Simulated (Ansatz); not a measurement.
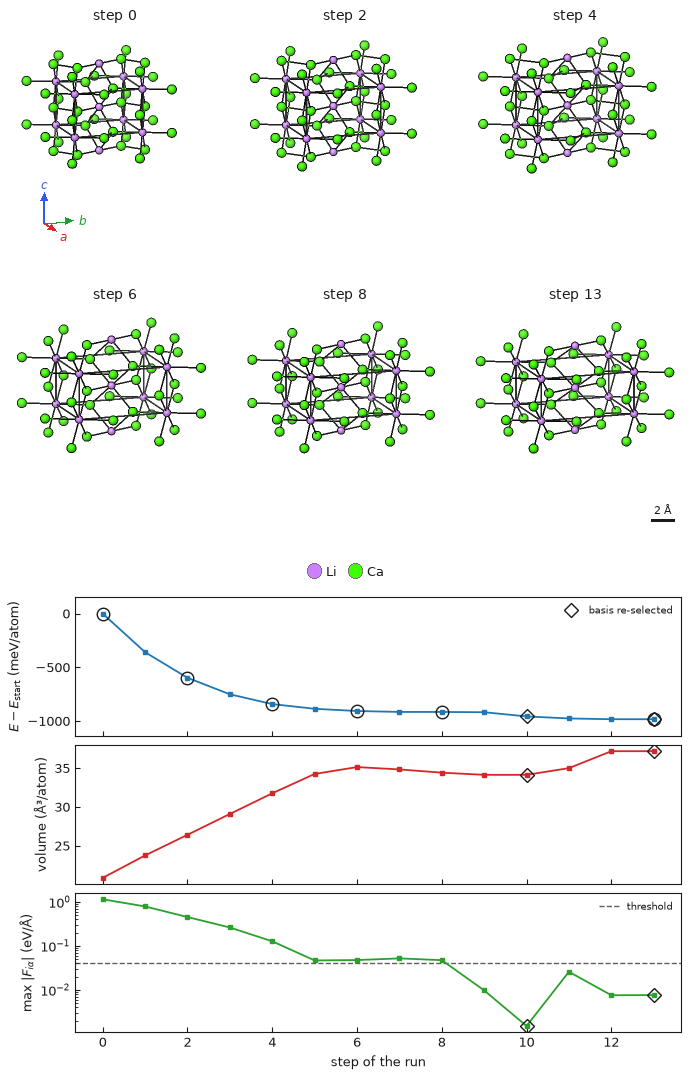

Frames of a relaxation of crystalline LiCa2 (built on the marcasite_58 type) (coarse preliminary run), marked on the history of the run. Style: ball-and-stick. Shown: the cell of the calculation, slightly off an axis.

Case: marcasite type (Pnnm, No. 58).

The calculation used DFT PBE, scalar-relativistic, plane waves, PAW in Ansatz 0.2.0.

Input
```yaml
crystal:
  lattice:
    - [5.1247374214, 0.0, 0.0]
    - [0.0, 6.2547024741, 0.0]
    - [0.0, 0.0, 3.9046057697]
  atoms:
    - { symbol: Li, position: [0.0, 0.0, 0.0] }
    - { symbol: Li, position: [0.5, 0.5, 0.5] }
    - { symbol: Ca, position: [0.2004, 0.3787, 0.0] }
    - { symbol: Ca, position: [0.7996, 0.6213, 0.0] }
    - { symbol: Ca, position: [0.7004, 0.1213, 0.5] }
    - { symbol: Ca, position: [0.2996, 0.8787, 0.5] }
basis:
  ecutwfc: 420
kpoints:
  mp_grid: { grid: [4, 4, 4] }
hamiltonian:
  xc: pbe
scf:
  occupations: { method: gaussian, width: 0.1 }
  lower_state_search: "off"
output:
  forces: true
  stress: true
  eigenvalues: true
relax:
  adjacent_minimum: "off"
  f_tol: 0.04
  max_steps: 70
  cell: { stress_tol: 0.4 }
```

Run as
```bash
ansatz run input.yaml --threads 1 --pin off --max-ram 2560MiB --backend cpu --events-out ev --progress --plain --runs-dir out
```

> What happens along the run?

After 11 accepted moves (13 points after the start) the energy has fallen by 982 meV per atom. The largest force component goes from 1.2 to 0.0076 eV/Å. The pressure goes from 21.36 to 0.04 GPa. The SCF was repeated twice at an unchanged geometry on a basis and grid sized afresh for the cell, which shifted the energy by 38.9 meV per atom at most. The largest moves relative to the cell, 0.44 Å, are those of Ca3, Ca4, Ca5 and Ca6. Ca5 goes along [−1 2 0]. Li stays in place. Cell: a 5.125 → 6.891 Å (+34.5 %), b 6.255 → 8.572 Å (+37.1 %), c 3.905 → 3.778 Å (−3.3 %). Volume +78.3 %. Among the contacts that change: Ca3–Ca4 3.425 → 5.281 Å, Ca3–Ca4 (another image) 2.554 → 3.822 Å, Li1–Ca5 2.597 → 3.246 Å, Li1–Ca3 2.582 → 3.093 Å. Bonds break: Ca3–Ca4 (2.55 → 3.82 Å), Ca5–Ca6 (2.55 → 3.82 Å). Among the angles between lasting bonds that change: Ca5–Li1–Ca6 82.5° → 108.8°, Ca5–Li1–Ca5 97.5° → 71.2°, Li2–Ca3–Li2 97.5° → 71.2°. The space group stays Pnnm (No. 58). Cost: 3 min on 1 thread of Intel(R) Xeon(R) Platinum 8259CL CPU @ 2.50GHz (Skylake/Cascade Lake) (shared host), peak memory 0.56 GiB. From step 0 to 2: Ca atoms move most (0.13 Å), volume +26.6 %, energy −597 meV per atom. From step 2 to 4: Ca atoms move most (0.11 Å), volume +20.3 %, energy −245 meV per atom. From step 4 to 6: Ca atoms move most (0.12 Å), volume +10.6 %, energy −64.5 meV per atom. From step 6 to 8: Ca atoms move most (0.09 Å), volume −2.0 %, energy −8.8 meV per atom. From step 8 to 13: Ca atoms move most (0.10 Å), volume +8.0 %, energy −67.6 meV per atom.

```json
{"step": "0", "E − E(0), meV/atom": "0.00", "largest force component, eV/Å": "1.1503", "pressure, GPa": "21.36", "volume, Å³/atom": "20.860", "note": ""}
{"step": "1", "E − E(0), meV/atom": "-358.68", "largest force component, eV/Å": "0.7915", "pressure, GPa": "13.87", "volume, Å³/atom": "23.757", "note": ""}
{"step": "2", "E − E(0), meV/atom": "-596.84", "largest force component, eV/Å": "0.4545", "pressure, GPa": "9.35", "volume, Å³/atom": "26.413", "note": ""}
{"step": "3", "E − E(0), meV/atom": "-750.47", "largest force component, eV/Å": "0.2632", "pressure, GPa": "5.82", "volume, Å³/atom": "29.097", "note": ""}
{"step": "4", "E − E(0), meV/atom": "-841.49", "largest force component, eV/Å": "0.1275", "pressure, GPa": "3.10", "volume, Å³/atom": "31.763", "note": ""}
{"step": "5", "E − E(0), meV/atom": "-885.21", "largest force component, eV/Å": "0.0468", "pressure, GPa": "0.98", "volume, Å³/atom": "34.256", "note": ""}
{"step": "6", "E − E(0), meV/atom": "-905.98", "largest force component, eV/Å": "0.0478", "pressure, GPa": "-0.12", "volume, Å³/atom": "35.142", "note": ""}
{"step": "7", "E − E(0), meV/atom": "-914.46", "largest force component, eV/Å": "0.0521", "pressure, GPa": "-0.43", "volume, Å³/atom": "34.841", "note": ""}
{"step": "8", "E − E(0), meV/atom": "-914.74", "largest force component, eV/Å": "0.0475", "pressure, GPa": "-0.19", "volume, Å³/atom": "34.424", "note": ""}
{"step": "9", "E − E(0), meV/atom": "-917.31", "largest force component, eV/Å": "0.0098", "pressure, GPa": "0.07", "volume, Å³/atom": "34.143", "note": ""}
{"step": "10", "E − E(0), meV/atom": "-956.21", "largest force component, eV/Å": "0.0015", "pressure, GPa": "1.55", "volume, Å³/atom": "34.143", "note": "same geometry, new basis"}
{"step": "11", "E − E(0), meV/atom": "-975.34", "largest force component, eV/Å": "0.0259", "pressure, GPa": "0.96", "volume, Å³/atom": "35.007", "note": ""}
{"step": "12", "E − E(0), meV/atom": "-982.21", "largest force component, eV/Å": "0.0076", "pressure, GPa": "0.04", "volume, Å³/atom": "37.191", "note": ""}
{"step": "13", "E − E(0), meV/atom": "-982.31", "largest force component, eV/Å": "0.0076", "pressure, GPa": "0.04", "volume, Å³/atom": "37.191", "note": "same geometry, new basis"}
```

Limits of the set-up: the k-point mesh is coarse for a cell with partly filled bands.
